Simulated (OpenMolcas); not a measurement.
Run report: MoCl, relativistic diatomic calculation (part 2 of 2)

The same run, continued: MoCl. Method: SA-CASSCF(11,9)/XMS-CASPT2 + RASSI spin-orbit (X2C scalar, AMFI), ANO-RCC-VDZP (OpenMolcas).

## The program's output (extracts), continued
```
++ Dipole transition strengths (spin-free states):
     for osc. strength at least  1.00000000E-05
      From   To        Osc. strength     Einstein coefficients Ax, Ay, Az (sec-1)    Total A (sec-1)
         3    5       3.83257337E-05  0.00000000E+00  0.00000000E+00  1.00211981E+03  1.00211981E+03
         3    6       2.46869227E-03  0.00000000E+00  0.00000000E+00  6.45501222E+04  6.45501222E+04
         3    7       2.82477510E-04  0.00000000E+00  0.00000000E+00  7.76165848E+03  7.76165848E+03
         3    8       1.34846486E-05  0.00000000E+00  0.00000000E+00  3.70518977E+02  3.70518977E+02
         3    9       7.18359702E-04  0.00000000E+00  0.00000000E+00  3.18435436E+04  3.18435436E+04
         4    5       2.46866983E-03  0.00000000E+00  0.00000000E+00  6.45493572E+04  6.45493572E+04
         4    6       3.83268161E-05  0.00000000E+00  0.00000000E+00  1.00214969E+03  1.00214969E+03
         4    7       1.34833454E-05  0.00000000E+00  0.00000000E+00  3.70482811E+02  3.70482811E+02
         4    8       2.82500627E-04  0.00000000E+00  0.00000000E+00  7.76229223E+03  7.76229223E+03
         4   10       7.18355530E-04  0.00000000E+00  0.00000000E+00  3.18433808E+04  3.18433808E+04
         5   10       1.81773435E-05  0.00000000E+00  0.00000000E+00  4.33608299E+01  4.33608299E+01
         5   12       1.39439074E-05  0.00000000E+00  0.00000000E+00  2.63831261E+02  2.63831261E+02
         6    9       1.81768889E-05  0.00000000E+00  0.00000000E+00  4.33592188E+01  4.33592188E+01
         6   11       1.39432210E-05  0.00000000E+00  0.00000000E+00  2.63817526E+02  2.63817526E+02
         7   11       5.57777929E-05  0.00000000E+00  0.00000000E+00  9.93978625E+02  9.93978625E+02
         8   12       5.57770705E-05  0.00000000E+00  0.00000000E+00  9.93965560E+02  9.93965560E+02
 Electric-quadrupole - electric-quadrupole not included
 Electric-dipole - electric-octupole not included
 Electric-dipole - magnetic-quadrupole not included
   Eigenvalues of complex Hamiltonian:
  (Shifted by EMIN (a.u.) =      -4507.4144410026)
 SO State       Relative EMIN(au)   Rel lowest level(eV)    D:o, cm**(-1)      Omega
     1            -0.0016527844        0.0000000000              0.0000         1.5
     2            -0.0016527844        0.0000000000              0.0000         1.5
     3            -0.0011130523        0.0146868587            118.4575         0.5
     4            -0.0011130523        0.0146868587            118.4575         0.5
     5            -0.0005099306        0.0310986365            250.8274         0.5
     6            -0.0005099306        0.0310986365            250.8274         0.5
     7             0.0001530121        0.0491382263            396.3265         1.5
     8             0.0001530121        0.0491382263            396.3265         1.5
     9             0.0008739745        0.0687566117            554.5595         2.5
    10             0.0008739745        0.0687566117            554.5595         2.5
    11             0.0016527844        0.0899491080            725.4885         3.5
    12             0.0016527844        0.0899491080            725.4885         3.5
    13             0.0166712886        0.4986234262           4021.6692         0.5
    14             0.0166712886        0.4986234262           4021.6692         0.5
    15             0.0172235419        0.5136510058           4142.8748         0.5
    16             0.0172235419        0.5136510058           4142.8748         0.5
    17             0.0177421157        0.5277621171           4256.6885         1.5
    18             0.0177421157        0.5277621171           4256.6885         1.5
    19             0.0182248341        0.5408975546           4362.6330         2.5
    20             0.0182248341        0.5408975546           4362.6330         2.5
    21             0.0422792449        1.1954514164           9641.9659         0.5
    22             0.0422792449        1.1954514164           9641.9659         0.5
    23             0.0448877347        1.2664320418          10214.4633         0.6
    24             0.0448877347        1.2664320418          10214.4633         0.6
    25             0.0463901174        1.3073139568          10544.1982         1.6
    26             0.0463901174        1.3073139568          10544.1982         1.6
    27             0.0464907601        1.3100525843          10566.2867         2.4
    28             0.0464907601        1.3100525843          10566.2867         2.4
    29             0.0467175425        1.3162236473          10616.0597         3.5
    30             0.0467175425        1.3162236473          10616.0597         3.5
    31             0.0467727942        1.3177271234          10628.1860         4.5
    32             0.0467727942        1.3177271234          10628.1860         4.5
    33             0.0474135940        1.3351641740          10768.8253         1.6
    34             0.0474135940        1.3351641740          10768.8253         1.6
    35             0.0490185337        1.3788368070          11121.0688         2.5
    36             0.0490185337        1.3788368070          11121.0688         2.5
    37             0.0534709498        1.4999932217          12098.2612         2.5
    38             0.0534709498        1.4999932217          12098.2612         2.5
    39             0.0541026738        1.5171833086          12236.9086         1.5
    40             0.0541026738        1.5171833086          12236.9086         1.5
    41             0.0554780323        1.5546087184          12538.7649         0.6
    42             0.0554780323        1.5546087184          12538.7649         0.6
    43             0.0570504230        1.5973956509          12883.8648         0.6
    44             0.0570504230        1.5973956509          12883.8648         0.6
    45             0.0696701099        1.9407948232          15653.5659         4.5
    46             0.0696701099        1.9407948232          15653.5659         4.5
    47             0.0700681404        1.9516257861          15740.9235         3.5
    48             0.0700681404        1.9516257861          15740.9235         3.5
    49             0.0704971585        1.9632999626          15835.0821         2.5
    50             0.0704971585        1.9632999626          15835.0821         2.5
    51             0.0709551578        1.9757627582          15935.6013         1.5
    52             0.0709551578        1.9757627582          15935.6013         1.5
 Weights of the five most important spin-orbit-free states for each spin-orbit state.
 SO State  Total energy (au)           Spin-free states, spin, and weights
    1        -0.001653       2 2.5  0.5000    1 2.5  0.5000   12 1.5  0.0000   11 1.5  0.0000   10 1.5  0.0000
    2        -0.001653       2 2.5  0.5000    1 2.5  0.5000   12 1.5  0.0000   11 1.5  0.0000   10 1.5  0.0000
    3        -0.001113       1 2.5  0.4988    2 2.5  0.4988   10 1.5  0.0007    9 1.5  0.0007    6 1.5  0.0004
    4        -0.001113       1 2.5  0.4988    2 2.5  0.4988   10 1.5  0.0007    9 1.5  0.0007    6 1.5  0.0004
    5        -0.000510       1 2.5  0.4982    2 2.5  0.4982   10 1.5  0.0010    9 1.5  0.0010    6 1.5  0.0005
    6        -0.000510       1 2.5  0.4982    2 2.5  0.4982   10 1.5  0.0010    9 1.5  0.0010    6 1.5  0.0005
    7         0.000153       2 2.5  0.4983    1 2.5  0.4983   10 1.5  0.0011    9 1.5  0.0011    6 1.5  0.0005
    8         0.000153       2 2.5  0.4983    1 2.5  0.4983   10 1.5  0.0011    9 1.5  0.0011    6 1.5  0.0005
    9         0.000874       2 2.5  0.4989    1 2.5  0.4989   10 1.5  0.0007    9 1.5  0.0007    6 1.5  0.0003
   10         0.000874       2 2.5  0.4989    1 2.5  0.4989   10 1.5  0.0007    9 1.5  0.0007    6 1.5  0.0003
   11         0.001653       2 2.5  0.5000    1 2.5  0.5000   12 1.5  0.0000   11 1.5  0.0000   10 1.5  0.0000
   12         0.001653       2 2.5  0.5000    1 2.5  0.5000   12 1.5  0.0000   11 1.5  0.0000   10 1.5  0.0000
   13         0.016671       3 1.5  0.4994    4 1.5  0.4994    5 1.5  0.0004    6 1.5  0.0004   10 1.5  0.0002
   14         0.016671       3 1.5  0.4994    4 1.5  0.4994    5 1.5  0.0004    6 1.5  0.0004   10 1.5  0.0002
   15         0.017224       3 1.5  0.4999    4 1.5  0.4999    1 2.5  0.0001    2 2.5  0.0001    5 1.5  0.0000
   16         0.017224       3 1.5  0.4999    4 1.5  0.4999    1 2.5  0.0001    2 2.5  0.0001    5 1.5  0.0000
   17         0.017742       4 1.5  0.4999    3 1.5  0.4999    2 2.5  0.0001    1 2.5  0.0001    9 1.5  0.0000
   18         0.017742       4 1.5  0.4999    3 1.5  0.4999    2 2.5  0.0001    1 2.5  0.0001    9 1.5  0.0000
   19         0.018225       4 1.5  0.4993    3 1.5  0.4993    6 1.5  0.0003    5 1.5  0.0003    9 1.5  0.0003
   20         0.018225       4 1.5  0.4993    3 1.5  0.4993    6 1.5  0.0003    5 1.5  0.0003    9 1.5  0.0003
   21         0.042279       6 1.5  0.4436    5 1.5  0.4436    8 1.5  0.0486    7 1.5  0.0486    9 1.5  0.0068
   22         0.042279       6 1.5  0.4436    5 1.5  0.4436    8 1.5  0.0486    7 1.5  0.0486    9 1.5  0.0068
   23         0.044888       5 1.5  0.4703    6 1.5  0.4703    8 1.5  0.0278    7 1.5  0.0278    9 1.5  0.0011
   24         0.044888       5 1.5  0.4703    6 1.5  0.4703    8 1.5  0.0278    7 1.5  0.0278    9 1.5  0.0011
   25         0.046390       8 1.5  0.3880    7 1.5  0.3880    5 1.5  0.1090    6 1.5  0.1090   10 1.5  0.0023
   26         0.046390       8 1.5  0.3880    7 1.5  0.3880    5 1.5  0.1090    6 1.5  0.1090   10 1.5  0.0023
   27         0.046491       8 1.5  0.3027    7 1.5  0.3027    5 1.5  0.1966    6 1.5  0.1966   10 1.5  0.0006
   28         0.046491       8 1.5  0.3027    7 1.5  0.3027    5 1.5  0.1966    6 1.5  0.1966   10 1.5  0.0006
   29         0.046718       7 1.5  0.4720    8 1.5  0.4719    5 1.5  0.0279    6 1.5  0.0279   12 1.5  0.0001
   30         0.046718       7 1.5  0.4720    8 1.5  0.4719    5 1.5  0.0279    6 1.5  0.0279   12 1.5  0.0001
   31         0.046773       7 1.5  0.4503    8 1.5  0.4503    5 1.5  0.0488    6 1.5  0.0488   12 1.5  0.0008
   32         0.046773       7 1.5  0.4503    8 1.5  0.4503    5 1.5  0.0488    6 1.5  0.0488   12 1.5  0.0008
   33         0.047414       6 1.5  0.2986    5 1.5  0.2986    8 1.5  0.1966    7 1.5  0.1966   10 1.5  0.0043
   34         0.047414       6 1.5  0.2986    5 1.5  0.2986    8 1.5  0.1966    7 1.5  0.1966   10 1.5  0.0043
   35         0.049019       6 1.5  0.3051    5 1.5  0.3051    8 1.5  0.1001    7 1.5  0.1001    9 1.5  0.0942
   36         0.049019       6 1.5  0.3051    5 1.5  0.3051    8 1.5  0.1001    7 1.5  0.1001    9 1.5  0.0942
   37         0.053471       9 1.5  0.4024   10 1.5  0.4024    6 1.5  0.0852    5 1.5  0.0852    8 1.5  0.0112
   38         0.053471       9 1.5  0.4024   10 1.5  0.4024    6 1.5  0.0852    5 1.5  0.0852    8 1.5  0.0112
   39         0.054103       9 1.5  0.4940   10 1.5  0.4940    5 1.5  0.0043    6 1.5  0.0043    1 2.5  0.0012
   40         0.054103       9 1.5  0.4940   10 1.5  0.4940    5 1.5  0.0043    6 1.5  0.0043    1 2.5  0.0012
   41         0.055478      10 1.5  0.4979    9 1.5  0.4978    6 1.5  0.0011    5 1.5  0.0011    2 2.5  0.0009
   42         0.055478      10 1.5  0.4979    9 1.5  0.4978    6 1.5  0.0011    5 1.5  0.0011    2 2.5  0.0009
   43         0.057050      10 1.5  0.4923    9 1.5  0.4923    6 1.5  0.0067    5 1.5  0.0067    2 2.5  0.0005
   44         0.057050      10 1.5  0.4923    9 1.5  0.4923    6 1.5  0.0067    5 1.5  0.0067    2 2.5  0.0005
   45         0.069670      11 1.5  0.4992   12 1.5  0.4992    7 1.5  0.0007    8 1.5  0.0007    5 1.5  0.0001
   46         0.069670      11 1.5  0.4992   12 1.5  0.4992    7 1.5  0.0007    8 1.5  0.0007    5 1.5  0.0001
   47         0.070068      11 1.5  0.4999   12 1.5  0.4999    8 1.5  0.0001    7 1.5  0.0001    5 1.5  0.0000
   48         0.070068      11 1.5  0.4999   12 1.5  0.4999    8 1.5  0.0001    7 1.5  0.0001    5 1.5  0.0000
   49         0.070497      12 1.5  0.4999   11 1.5  0.4999    7 1.5  0.0001    8 1.5  0.0001    5 1.5  0.0000
   50         0.070497      12 1.5  0.4999   11 1.5  0.4999    7 1.5  0.0001    8 1.5  0.0001    5 1.5  0.0000
   51         0.070955      12 1.5  0.4993   11 1.5  0.4993    7 1.5  0.0006    8 1.5  0.0006    5 1.5  0.0001
   52         0.070955      12 1.5  0.4993   11 1.5  0.4993    7 1.5  0.0006    8 1.5  0.0006    5 1.5  0.0001
++ Dipole transition strengths (SO states):
        for osc. strength at least   1.00000000E-05
      From   To        Osc. strength     Einstein coefficients Ax, Ay, Az (sec-1)    Total A (sec-1)
         3   22       1.03001218E-05  0.00000000E+00  0.00000000E+00  6.23129809E+02  6.23129809E+02
         4   21       1.03001218E-05  0.00000000E+00  0.00000000E+00  6.23129809E+02  6.
```

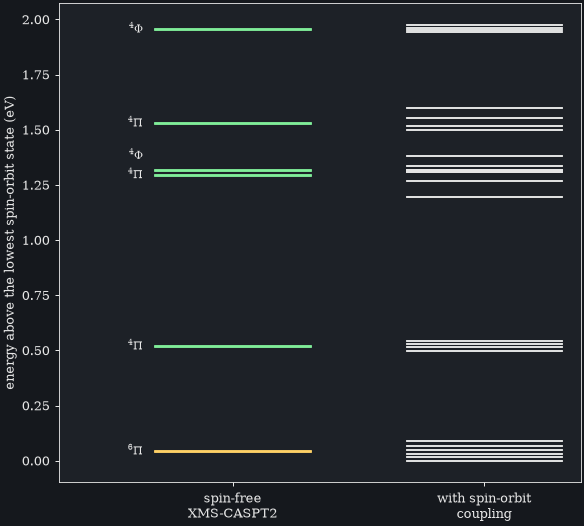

*States up to 2.5 eV at 2.307 Å, without spin-orbit coupling (left, a colour for each spin multiplicity) and with it (right, where close levels merge).*

The spin-free states run ⁶Π (0.00 eV), ⁴Π (0.48 eV), ⁴Π (1.25 eV), ⁴Φ (1.27 eV), ⁴Π (1.49 eV), ⁴Φ (1.91 eV) from the lowest. The lowest spin-orbit levels have |Ω| = 3/2 (0 cm⁻¹), 1/2 (118 cm⁻¹), 1/2 (251 cm⁻¹), 3/2 (396 cm⁻¹), 5/2 (555 cm⁻¹).

## Summary

```
               quantity                                                                 value
                outcome                                                             converged
 lowest spin-free state                                                                    ⁶Π
lowest spin-orbit level                                          Ω = 3/2, −4507.41609 hartree
             next level                                                     Ω = 1/2, 118 cm⁻¹
               hardware  1 thread of Arm Neoverse V1, 24 GiB of memory available, shared host
              wall time                                                                  42 s
            peak memory                                                              0.31 GiB
```

## Remarks

Limits: some states lack their degenerate partner or have no clean Λ, as happens where the state averages cut through terms; 12 of the 52 spin-orbit states have no clean Ω, so their splittings aren't to be trusted.
